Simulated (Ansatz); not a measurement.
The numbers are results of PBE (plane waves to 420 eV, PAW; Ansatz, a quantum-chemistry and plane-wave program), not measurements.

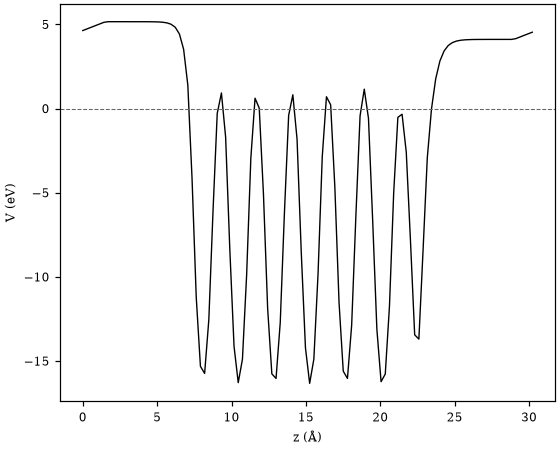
Fig. 1. Electrostatic potential energy of an electron, averaged over planes parallel to the surface, in eV from the Fermi level, for a constructed model of the (111) surface of fcc Au, a pseudomorphic layer of Mg in the other hollow (bottom of the slab: a bare face, its two planes held)

Slab: 7 atoms, 14.3 Å thick at the start; k 15x15x1, smearing 0.1 eV, dipole-corrected; 2 atoms held, the rest relaxed; symmetry of the start imposed; no spin, no spin-orbit, no U. In PBE it is, or lies within 0.01 eV a 1x1 cell of, the lowest of the 2 structures of its composition computed so far; larger cells were not tried.

Q: The surface cell has an area of 7.48 Å². What dipole along the normal does the step between the two vacuum levels imply?

A: the top vacuum level lies 1.05 eV below the bottom one; p = −ε₀ A ΔV (ε₀ = 0.005526 e/(V·Å)) gives 0.04 e·Å a cell.
